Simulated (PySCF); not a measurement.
Consider HF···NH3.

Input

```
{"job": {"kind": "inter", "xc": "wB97M-D3(BJ)", "basis": "def2-TZVPD", "pairs": false}, "charge": 0, "multiplicity": 1, "parts": [{"atoms": "0-1", "charge": 0, "multiplicity": 1}, {"atoms": "2-5", "charge": 0, "multiplicity": 1}]}
F      0.118303    -0.097862    -0.340434
H      0.726221    -0.479911     0.304794
N      1.756725    -1.133725     1.392361
H      2.457504    -1.705248     0.936053
H      2.238666    -0.414546     1.918206
H      1.261536    -1.720431     2.053068
```

Command:

```sh
OMP_NUM_THREADS=1 python cluster_run.py task.json out
```

Geometry: PBE0-D3(BJ)/def2-TZVPD.

Theory: wB97M-D3(BJ)/def2-TZVPD, SCF density, gas phase in PySCF 2.14.0.

Predict the electron density and electron localisation function between the atoms.

N–H (1.01 Å): the density is about 2.9 e/Å³ at the midpoint; the ELF climbs to about 1 towards the hydrogen, as it does in any bond to H: an ordinary covalent bond to hydrogen.

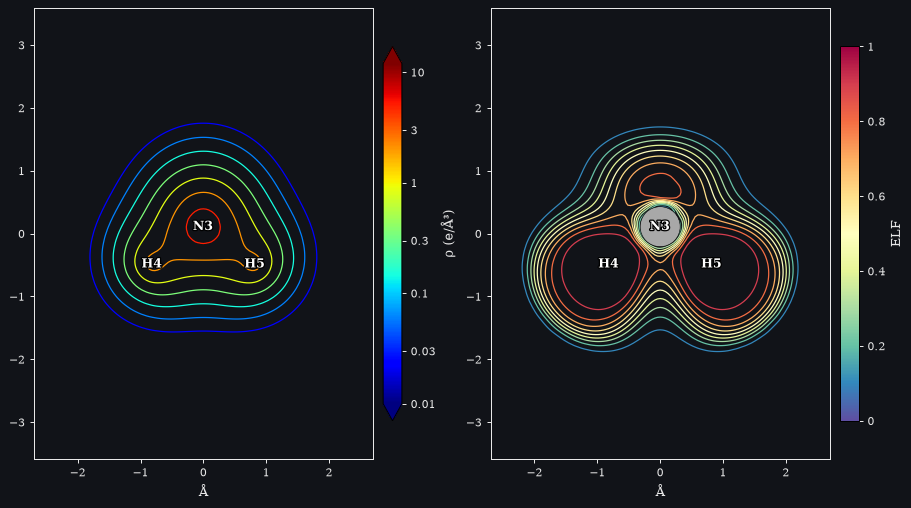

Computed electron density and electron localisation function on the plane of atoms H4, N3 and H5, in this order. Grey discs cover the atomic cores in the ELF map. 
